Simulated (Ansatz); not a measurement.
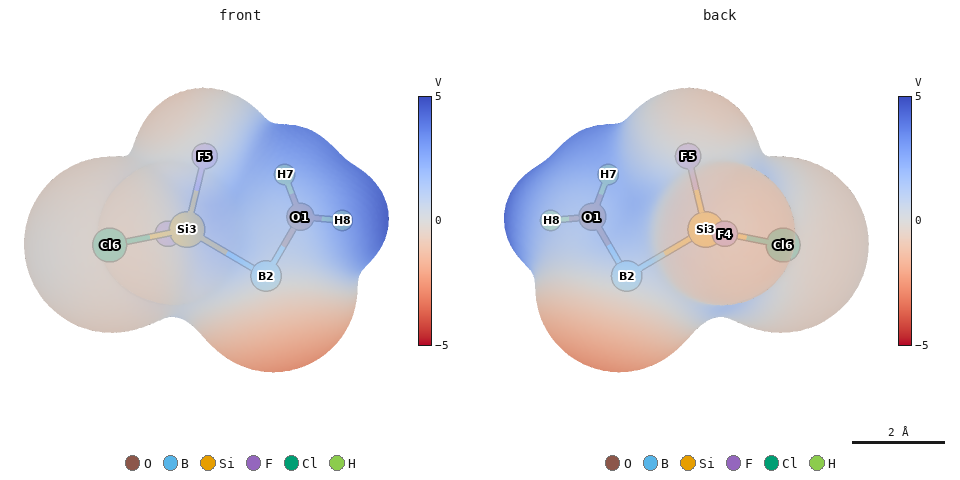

The picture shows: BClF2H2OSi. The electrostatic potential painted on the density surface at 0.002 e/bohr³, seen from the front and from behind; the colour scale runs from red (negative) to blue (positive).

Method: RKS B3LYP-D4/def2-SVP (Ansatz 0.2.0).

```xyz
8

O     1.1548   -1.1653    0.6475
B    -0.3385   -1.4609    0.3262
Si   -0.5952    0.3054   -0.7530
F    -0.9454    0.1401   -2.3251
F     0.9191    1.0096   -0.7490
Cl   -1.8867    1.7128    0.0244
H     1.6779   -0.3825    0.3284
H     1.6541   -1.8285    1.1466
```

Which sites attract a positive test charge, and which a negative one?

Answer. A positive charge is drawn to the negative regions and a negative charge to the positive ones. The most negative region (about −2.4 V, or −55 kcal/mol for a unit charge) lies over O1, the most positive (about +4.2 V, or +97 kcal/mol for a unit charge) over H8. O1 is the likeliest acceptor of a hydrogen bond.
